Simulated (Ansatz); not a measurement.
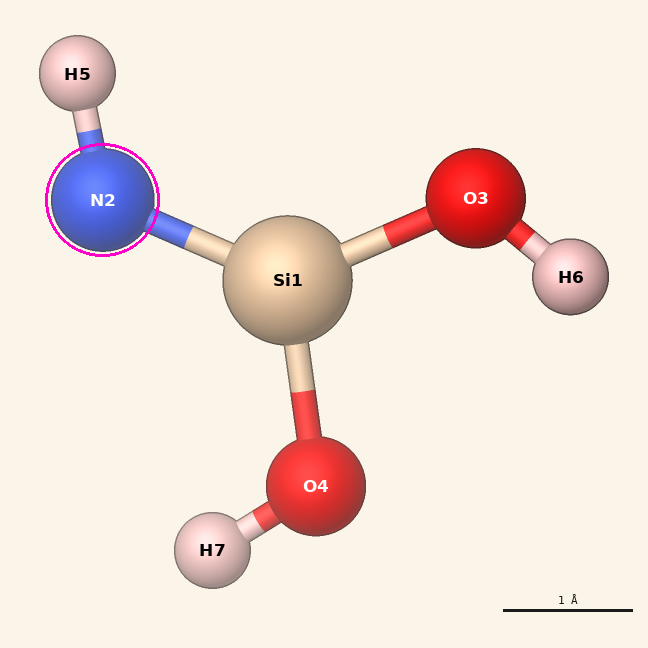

Orthographic view. Depth is shown by fading: the farther an atom, the more it takes the colour of the background. The geometry was computed by an optimisation with PBE0-D4/def2-TZVP.

Name the neighbours of the circled atom.

Answer. The circled atom is N2; it is bonded to Si1, H5.

Which two atoms are farthest apart in space?

Answer. H5 and H6, 4.17 Å.

What is the shortest path along bonds from the circled atom to H6?

Answer. N2–Si1–O3–H6, 3 bonds; through space the two are 3.72 Å apart.
